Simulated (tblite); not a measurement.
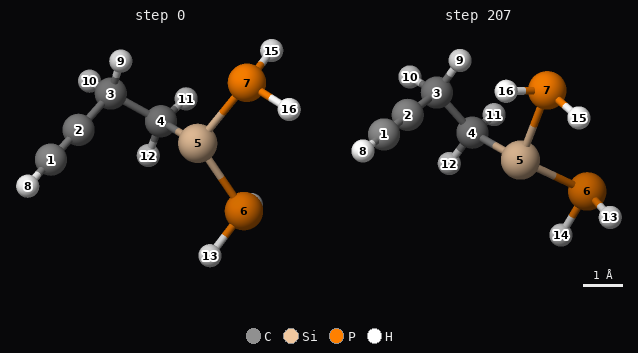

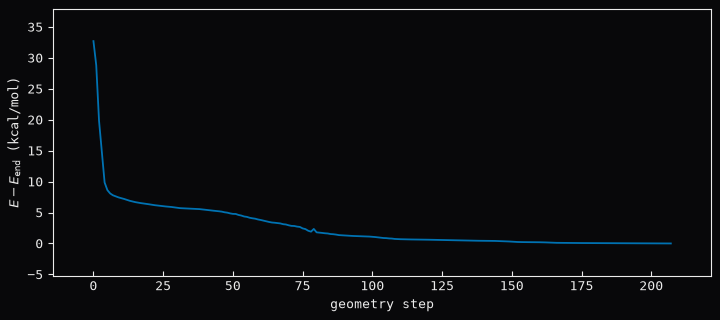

First and last geometry of a relaxation of C4H9P2Si (multiplicity 2), with the history of the run. The picture is a ball-and-stick view, seen face on.

All numbers below come from tblite 0.8.0, GFN2-xTB geometry optimisation, gas phase. 

Q: Read the history and describe the run.

A: It converged. After 207 geometry steps the energy has fallen by 32.7 kcal/mol. The largest move after the best rigid fit is that of H16, 2.68 Å. By element the largest moves are H 2.68 Å, P 1.34 Å, C 0.93 Å, Si 0.68 Å. Among the contacts that change: P7–H16 1.481 → 1.383 Å, P6–H13 1.463 → 1.384 Å, Si5–P7 2.190 → 2.268 Å, P6–H14 1.454 → 1.383 Å. Among the angles between lasting bonds that change: Si5–P7–H15 114.0° → 95.5°, H13–P6–H14 107.4° → 92.6°, H15–P7–H16 105.9° → 92.8°. Groups turn about Si5–P7 by about 135°, C4–Si5 by about 40°. Cost: 1.5 s on 1 thread of Arm Neoverse V2 (shared host).
